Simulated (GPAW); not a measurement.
# CO/Ag(111) in an electric field

How does CO/Ag(111) screen a perpendicular field?

Method: GPAW, PAW setups; slab in vacuum, in GPAW 26.7.0.

## (1) The structure

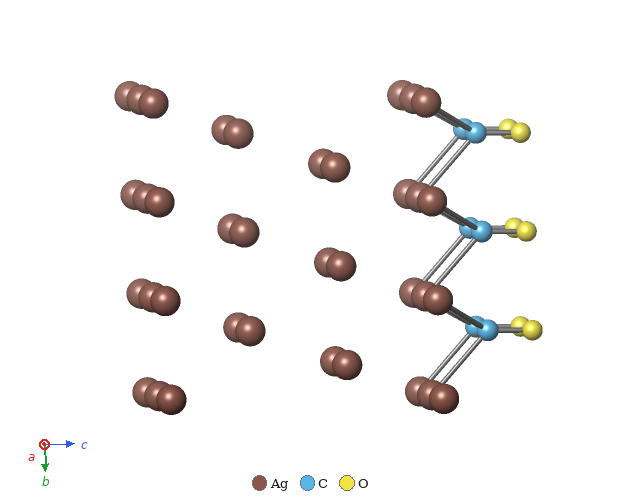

The cell as given, from the side, with the c axis across the page (silver brown, carbon blue, oxygen yellow). 2×3×1 cells are drawn. Bonds to atoms that aren't drawn are left out. Some periodic images of atoms are drawn too.

The cell holds 6 atoms: 4 Ag, 1 C and 1 O. Cell: a = 2.892 Å, b = 2.892 Å, c = 23.692 Å, α = 90.0°, β = 90.0°, γ = 60.0°. Vacuum lies along c.

## (2) Relaxing the atoms

The atoms are relaxed first, since the surface dipole, and with it the work function, follows the positions of the outer layers. The lowest 2 atoms are held at bulk positions and keep their forces.

The input, run.py:

```python
import json
import numpy as np
from ase import Atoms
from ase.constraints import FixAtoms
from ase.optimize import BFGS
from gpaw import GPAW, PW

slab = Atoms(
    ['Ag', 'Ag', 'Ag', 'Ag', 'C', 'O'],
    positions=[
        [0.00000, 0.00000, 7.00000],
        [1.44603, 0.83487, 9.36136],
        [2.89207, 1.66974, 11.72273],
        [0.00000, 0.00000, 14.08409],
        [1.44603, 0.83487, 15.53187],
        [1.44603, 0.83487, 16.69187]],
    cell=[[2.89207, 0.0, 0.0], [1.44603, 2.5046, 0.0], [0.0, 0.0, 23.69187]],
    pbc=[True, True, False])

slab.calc = GPAW(mode=PW(500), xc='PBE', kpts={'size': (12, 12, 1), 'gamma': True},
                 occupations={'name': 'fermi-dirac', 'width': 0.1}, nbands='140%',
                 convergence={'density': 0.0001}, maxiter=200,
                 poissonsolver={'dipolelayer': 'xy'},
                 symmetry={'tolerance': 1e-3, 'extra_ids': [1, 1, 0, 0, 0, 0]}, txt='slab.txt')
result = {}
slab.set_constraint(FixAtoms([0, 1]))
path = []
opt = BFGS(slab, maxstep=0.2)
opt.attach(lambda: path.append((slab.get_potential_energy(), slab.positions.tolist(), slab.get_forces().tolist())))
result['relaxed'] = bool(opt.run(fmax=0.05, steps=30))
result['path'] = path
energy = slab.get_potential_energy()
fermi = slab.calc.get_fermi_level()
v = slab.calc.get_electrostatic_potential().mean((0, 1)) - fermi
n = slab.calc.get_pseudo_density().mean((0, 1))
L = slab.cell[2, 2]
z = np.arange(len(v)) * L / len(v)
low, high = slab.positions[:, 2].min(), slab.positions[:, 2].max()
below, above = np.interp([low - 4.8, high + 4.8], z, v)
slopes = [np.interp(x, z, np.gradient(v, z)) for x in (low - 4.8, high + 4.8)]
eps = np.array([[slab.calc.get_eigenvalues(k, s) for k in range(len(slab.calc.get_ibz_k_points()))]
                for s in range(slab.calc.get_number_of_spins())]) - fermi
top, bottom = eps[eps < 0].max(), eps[eps > 0].min()
dipole = slab.get_dipole_moment()[2]
print(f'energy {energy:.4f} eV, Fermi level {fermi:.4f} eV, dipole {dipole:.5f} e A')
print(f'potential 4.8 A off the faces, from the Fermi level: lower {below:.4f} eV, upper {above:.4f} eV')
print(f'slope of the potential there: lower {slopes[0]:.5f}, upper {slopes[1]:.5f} eV/A')
print(f'nearest levels on the mesh: {top:.4f} and {bottom:.4f} eV')
print('magnetic moment', round(slab.get_magnetic_moment(), 3))
result.update(energy=energy, fermi=fermi, dipole=dipole, below=below, above=above, slopes=slopes, edges=[top, bottom],
              z=z.tolist(), v=v.tolist(), n=n.tolist(), positions=slab.positions.tolist(),
              forces=slab.get_forces(apply_constraint=False).tolist(), moments=slab.get_magnetic_moments().tolist())
json.dump(result, open('result.json', 'w'))
```

Run with:

```console
> OMP_NUM_THREADS=1 OPENBLAS_NUM_THREADS=1 python run.py
```

Output:

```text
Step          Energy          fmax
BFGS:    0      -24.860163        0.955161
BFGS:    1      -24.875748        1.241601
BFGS:    2      -24.922987        0.859055
BFGS:    3      -24.945439        0.284508
BFGS:    4      -24.952738        0.277800
BFGS:    5      -24.958557        0.469395
BFGS:    6      -24.964738        0.363165
BFGS:    7      -24.969279        0.252526
BFGS:    8      -24.974337        0.242374
BFGS:    9      -24.979112        0.280223
BFGS:   10      -24.981586        0.334731
BFGS:   11      -24.987356        0.374001
BFGS:   12      -24.996683        0.313858
BFGS:   13      -25.024210        0.102526
BFGS:   14      -25.030109        0.061989
BFGS:   15      -25.023582        0.074372
BFGS:   16      -25.025746        0.081967
BFGS:   17      -25.028166        0.057673
BFGS:   18      -25.027800        0.159743
BFGS:   19      -25.031940        0.016984
energy -25.0019 eV, Fermi level 1.5287 eV, dipole -0.02987 e A
potential 4.8 A off the faces, from the Fermi level: lower 4.5132 eV, upper 5.2648 eV
slope of the potential there: lower -0.00132, upper 0.00126 eV/A
nearest levels on the mesh: -0.0043 and 0.0892 eV
magnetic moment 0.0
```

Wall time 69 min (1 thread of Arm Neoverse N1, shared host); peak memory 0.28 GiB.

Step by step:

```csv
step,energy less that of the first step (eV),largest force (eV/Å)
1,0.0000,0.9552
2,-0.0155,1.2416
3,-0.0621,0.8591
4,-0.0843,0.2845
5,-0.0915,0.2778
6,-0.0981,0.4694
7,-0.1038,0.3632
8,-0.1082,0.2525
9,-0.1131,0.2424
10,-0.1179,0.2802
11,-0.1203,0.3347
12,-0.1262,0.3740
13,-0.1355,0.3139
14,-0.1646,0.1025
15,-0.1713,0.0620
16,-0.1672,0.0744
17,-0.1704,0.0820
18,-0.1734,0.0577
19,-0.1747,0.1597
20,-0.1791,0.0170
```

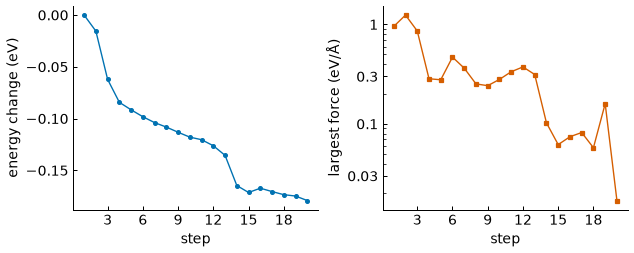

Energy and largest force along the relaxation.

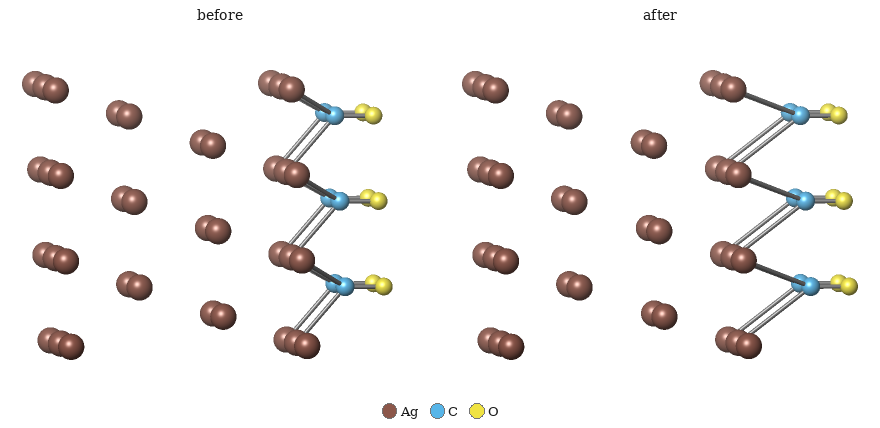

Before and after, at one scale. Bonds to atoms that aren't drawn are left out.

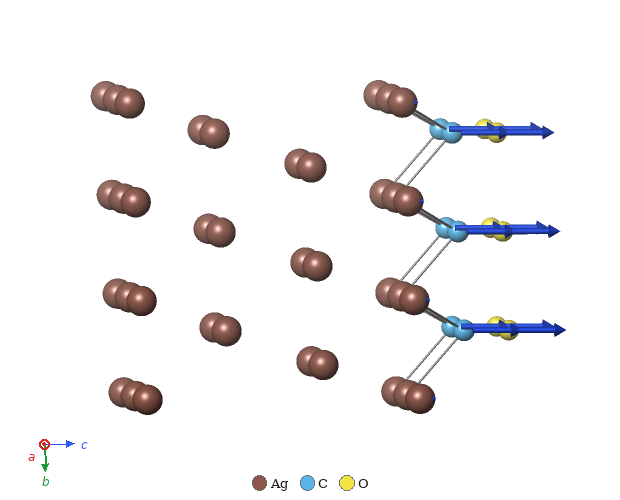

Displacements in the relaxation, exaggerated; the longest in the cell stands for 0.77 Å. Bonds to atoms that aren't drawn are left out. 2×3×1 cells are drawn. Some periodic images of atoms are drawn too.

The atoms that moved most (Å):

```csv
atom,dx,dy,dz,length
C5,0.000,0.000,0.770,0.770
O6,0.000,0.000,0.760,0.760
Ag4,0.000,0.000,0.050,0.050
Ag3,0.000,0.000,0.031,0.031
```

The relaxed structure:

```
Ag C O
1.0
     2.89207    0.00000    0.00000
     1.44603    2.50460    0.00000
     0.00000    0.00000   23.69187
Ag C O
4 1 1
Direct
  0.00000 0.00000 0.29546
  0.33333 0.33333 0.39513
  0.66667 0.66667 0.49612
  0.00000 0.00000 0.59659
  0.33333 0.33333 0.68809
  0.33333 0.33333 0.73664
```

Numbers from this step:

- dipole along the normal: -0.02987 e·Å
- levels nearest the Fermi level on the mesh: -0.004291, 0.08921 eV from the Fermi level
- upper work function: 5.265 eV
- lower work function: 4.513 eV

The electrostatic potential energy of an electron (without an applied field's), less the Fermi level, planar mean oscillates, so the rows of the table below give means over windows of 2.42 Å about each position, cut where the curve ends. Its maxima inside the range that stand out by 2 % of the span (Å: eV): 8.2: 0.746, 10.5: 0.973, 13.0: 0.890, 15.4: 1.27, 17.0: -2.48. Its minima: 7.0: -20.7, 9.4: -20.8, 11.8: -20.8, 14.1: -21.1, 16.3: -12.8, 17.4: -10.7.

Electrostatic potential energy of an electron (without an applied field's), less the Fermi level, planar mean against z; means over each step:

```csv
z (Å),"electrostatic potential energy of an electron (without an applied field's), less the Fermi level, planar mean (eV)"
1.21,4.54
3.63,4.48
6.05,-4.38
8.47,-8.39
10.89,-8.08
13.31,-8.31
15.73,-4.57
18.15,0.347
20.57,5.26
22.99,5.24
```

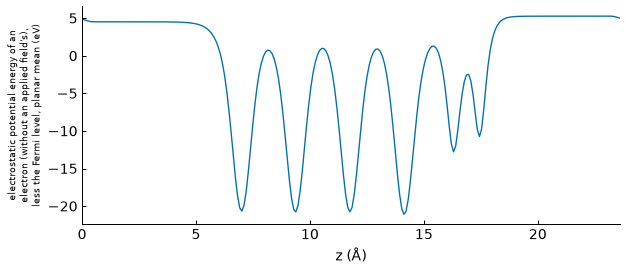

Electrostatic potential energy of an electron (without an applied field's), less the Fermi level, planar mean against z.

The pseudo valence density, planar mean oscillates, so the rows of the table below give means over windows of 2.46 Å about each position, cut where the curve ends. Its maxima inside the range that stand out by 2 % of the span (Å: e/Å³): 7.0: 2.57, 9.3: 2.50, 11.8: 2.58, 14.2: 2.49, 17.4: 0.915. Its minima: 8.2: 0.192, 10.6: 0.188, 12.9: 0.192, 15.4: 0.168.

Pseudo valence density, planar mean against z; means over each step:

```csv
z (Å),"pseudo valence density, planar mean (e/Å³)"
1.23,3.5e-6
3.69,0.00128
6.15,0.789
8.61,0.999
11.07,0.978
13.53,0.975
15.99,0.379
18.45,0.256
20.91,3.3e-5
```

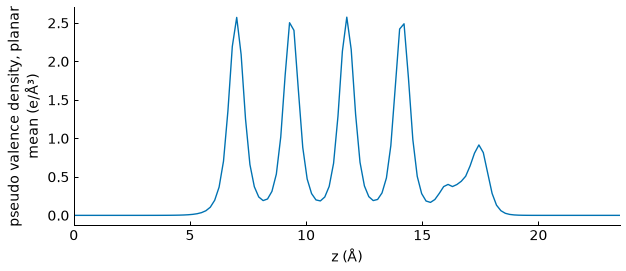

Pseudo valence density, planar mean against z.

The relaxation lowered the energy of the cell by 0.179 eV (energies extrapolated to zero smearing; the optimiser's log prints free energies). The largest force left on a free atom is 0.017 eV/Å.

## (3) The slab's potential

The work function is the vacuum plateau of the electrostatic potential less the Fermi level; a dipole layer lets the two faces have plateaus of their own.

Changes to run.py since step 2:

```diff
@@ -3,4 +3,2 @@
 from ase import Atoms
-from ase.constraints import FixAtoms
-from ase.optimize import BFGS
 from gpaw import GPAW, PW
@@ -12,6 +10,6 @@
         [1.44603, 0.83487, 9.36136],
-        [2.89207, 1.66974, 11.72273],
-        [0.00000, 0.00000, 14.08409],
-        [1.44603, 0.83487, 15.53187],
-        [1.44603, 0.83487, 16.69187]],
+        [2.89207, 1.66974, 11.75401],
+        [-0.00000, 0.00000, 14.13435],
+        [1.44603, 0.83487, 16.30217],
+        [1.44603, 0.83487, 17.45229]],
     cell=[[2.89207, 0.0, 0.0], [1.44603, 2.5046, 0.0], [0.0, 0.0, 23.69187]],
@@ -21,12 +19,6 @@
                  occupations={'name': 'fermi-dirac', 'width': 0.1}, nbands='140%',
-                 convergence={'density': 0.0001}, maxiter=200,
+                 convergence={'density': 1e-05}, maxiter=200,
                  poissonsolver={'dipolelayer': 'xy'},
-                 symmetry={'tolerance': 1e-3, 'extra_ids': [1, 1, 0, 0, 0, 0]}, txt='slab.txt')
+                 symmetry={'tolerance': 1e-3}, txt='slab.txt')
 result = {}
-slab.set_constraint(FixAtoms([0, 1]))
-path = []
-opt = BFGS(slab, maxstep=0.2)
-opt.attach(lambda: path.append((slab.get_potential_energy(), slab.positions.tolist(), slab.get_forces().tolist())))
-result['relaxed'] = bool(opt.run(fmax=0.05, steps=30))
-result['path'] = path
 energy = slab.get_potential_energy()
```

Output:

```text
energy -25.0020 eV, Fermi level 1.5292 eV, dipole -0.03014 e A
potential 4.8 A off the faces, from the Fermi level: lower 4.5110 eV, upper 5.2649 eV
slope of the potential there: lower -0.00120, upper 0.00115 eV/A
nearest levels on the mesh: -0.0036 and 0.0890 eV
magnetic moment 0.0
```

Elapsed: 6.2 min, on 1 thread; peak memory 0.27 GiB.

This step gave:

- dipole along the normal: -0.03014 e·Å
- levels nearest the Fermi level on the mesh: -0.003554, 0.08901 eV from the Fermi level
- lower work function: 4.511 eV

The electrostatic potential energy of an electron (without an applied field's), less the Fermi level, planar mean oscillates, so the rows of the table below give means over windows of 2.42 Å about each position, cut where the curve ends. Its maxima inside the range that stand out by 2 % of the span (Å: eV): 8.2: 0.745, 10.5: 0.973, 13.0: 0.890, 15.4: 1.28, 17.0: -2.48. Its minima: 7.0: -20.7, 9.4: -20.8, 11.8: -20.8, 14.1: -21.1, 16.3: -12.8, 17.4: -10.7.

Table of electrostatic potential energy of an electron (without an applied field's), less the Fermi level, planar mean by z; means over each step:

```csv
z (Å),"electrostatic potential energy of an electron (without an applied field's), less the Fermi level, planar mean (eV)"
1.21,4.54
3.63,4.48
6.05,-4.38
8.47,-8.39
10.89,-8.09
13.31,-8.31
15.73,-4.57
18.15,0.348
20.57,5.26
22.99,5.24
```

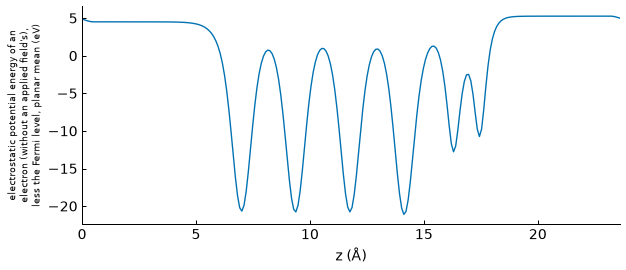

Electrostatic potential energy of an electron (without an applied field's), less the Fermi level, planar mean, plotted against z.

The pseudo valence density, planar mean oscillates, so the rows of the table below give means over windows of 2.46 Å about each position, cut where the curve ends. Its maxima inside the range that stand out by 2 % of the span (Å: e/Å³): 7.0: 2.57, 9.3: 2.50, 11.8: 2.58, 14.2: 2.49, 17.4: 0.915. Its minima: 8.2: 0.192, 10.6: 0.188, 12.9: 0.192, 15.4: 0.168.

Pseudo valence density, planar mean against z; means over each step:

```csv
z (Å),"pseudo valence density, planar mean (e/Å³)"
1.23,3.3e-6
3.69,0.00128
6.15,0.789
8.61,0.999
11.07,0.978
13.53,0.975
15.99,0.379
18.45,0.256
20.91,3.3e-5
```

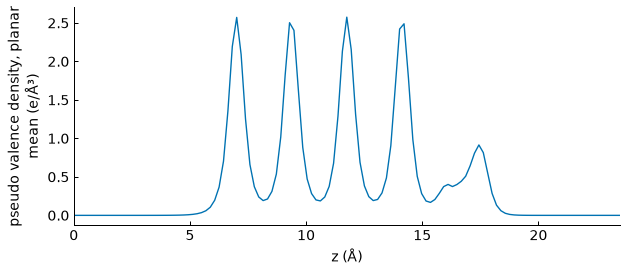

Pseudo valence density, planar mean against z.

Force by atom:

```csv
atom,x (eV/Å),y (eV/Å),z (eV/Å),size
Ag1,0.000,0.000,-0.172,0.172
Ag2,0.000,0.000,0.148,0.148
Ag3,0.000,0.000,0.006,0.006
Ag4,0.000,0.000,0.002,0.002
C5,0.000,0.000,0.002,0.002
O6,0.000,0.000,-0.021,0.021
```

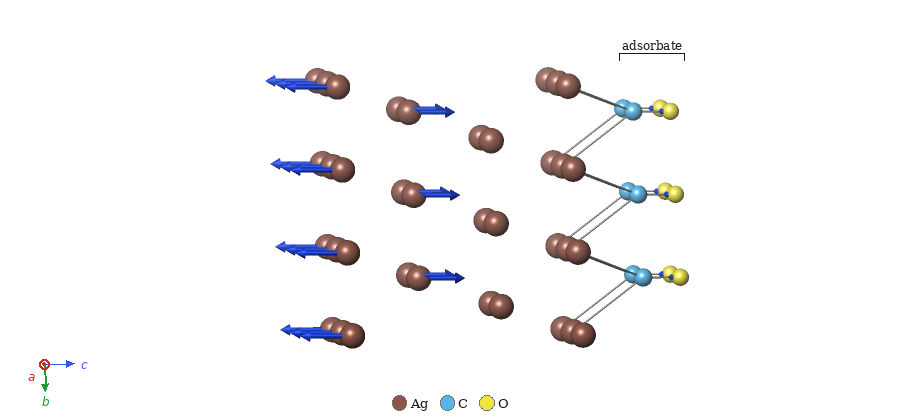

Force as arrows, the longest 0.172 eV/Å. Bonds to atoms that aren't drawn are left out. 2×3×1 cells are drawn. Some periodic images of atoms are drawn too.

The potential is flat to 0.001 eV/Å where it is read, so the vacuum is wide enough.

## (4) Field on

A uniform field along the normal polarises the slab; the atoms stay fixed, so this is the electronic response alone.

Changes to run.py since step 3:

```diff
@@ -4,2 +4,3 @@
 from gpaw import GPAW, PW
+from gpaw.external import ConstantElectricField
 
@@ -21,2 +22,3 @@
                  poissonsolver={'dipolelayer': 'xy'},
+                 external=ConstantElectricField(-0.2, [0, 0, 1]),
                  symmetry={'tolerance': 1e-3}, txt='slab.txt')
```

Output:

```text
energy -25.0173 eV, Fermi level 1.5551 eV, dipole -0.12987 e A
potential 4.8 A off the faces, from the Fermi level: lower 3.2119 eV, upper 6.4556 eV
slope of the potential there: lower -0.00103, upper 0.00126 eV/A
nearest levels on the mesh: -0.0162 and 0.0871 eV
magnetic moment 0.0
```

Wall time 20 min (1 thread); peak memory 0.62 GiB.

Numbers from this step:

| Quantity | Value |
| --- | --- |
| dipole along the normal | -0.1299 e·Å |
| levels nearest the Fermi level on the mesh | -0.01623, 0.08709 eV from the Fermi level |
| potential below the slab, the applied field's own ramp left out | 3.212 eV from the Fermi level |
| potential above the slab, the applied field's own ramp left out | 6.456 eV from the Fermi level |

The electrostatic potential energy of an electron (without an applied field's), less the Fermi level, planar mean oscillates, so the rows of the table below give means over windows of 1 Å about each position, cut where the curve ends. Its maxima inside the range that stand out by 2 % of the span (Å: eV): 8.2: 0.00654, 10.5: 0.708, 13.0: 1.12, 15.4: 2.00, 17.0: -1.48, 23.1: 6.46. Its minima: 7.0: -21.6, 9.4: -21.3, 11.8: -20.8, 14.1: -20.6, 16.3: -11.9, 17.4: -9.66.

Table of electrostatic potential energy of an electron (without an applied field's), less the Fermi level, planar mean by z; means over each step:

```csv
z (Å),"electrostatic potential energy of an electron (without an applied field's), less the Fermi level, planar mean (eV)"
0,3.83
1,3.21
2,3.21
3,3.21
4,3.19
5,2.89
6,-1.48
7,-17.0
8,-2.33
9,-13.1
10,-7.22
11,-4.84
12,-14.3
13,-0.552
14,-15.4
15,-2.47
16,-5.18
17,-4.93
18,1.31
19,6.35
20,6.45
21,6.45
22,6.46
23,6.37
```

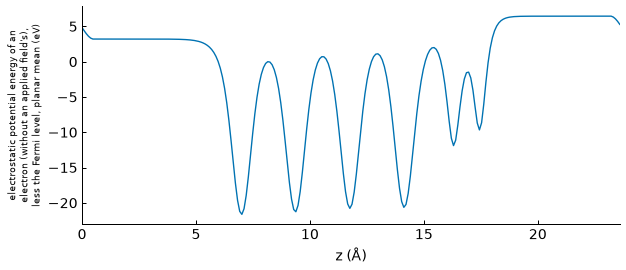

Electrostatic potential energy of an electron (without an applied field's), less the Fermi level, planar mean, plotted against z.

Force by atom:

```csv
atom,x (eV/Å),y (eV/Å),z (eV/Å),size
Ag1,0.000,0.000,-0.169,0.169
Ag2,0.000,0.000,0.144,0.144
Ag3,0.000,0.000,0.002,0.002
Ag4,0.000,0.000,0.002,0.002
C5,0.000,0.000,-0.091,0.091
O6,0.000,0.000,0.072,0.072
```

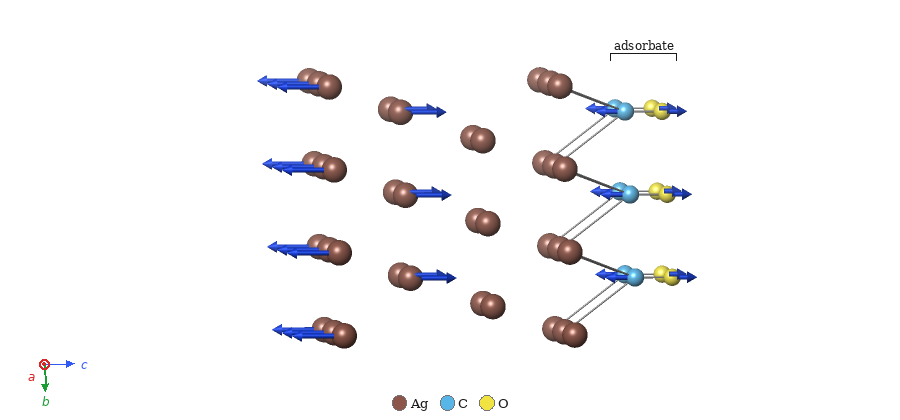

Force as arrows, the longest 0.169 eV/Å. Bonds to atoms that aren't drawn are left out. 2×3×1 cells are drawn. Some periodic images of atoms are drawn too.

The dipole is now -0.130 e Å, against -0.030 in the run without a field.

[end of part 1 of 2]

[Logs are printed without paths, hosts, clocks, repeated set-up lines and the standing remarks that a program may print on its own settings, such as how far it seeks lower states.]

[Hosts, paths, dates, database ids (printed as entryN), source tags and the programs' standing remarks are cut or masked in the printed files.]
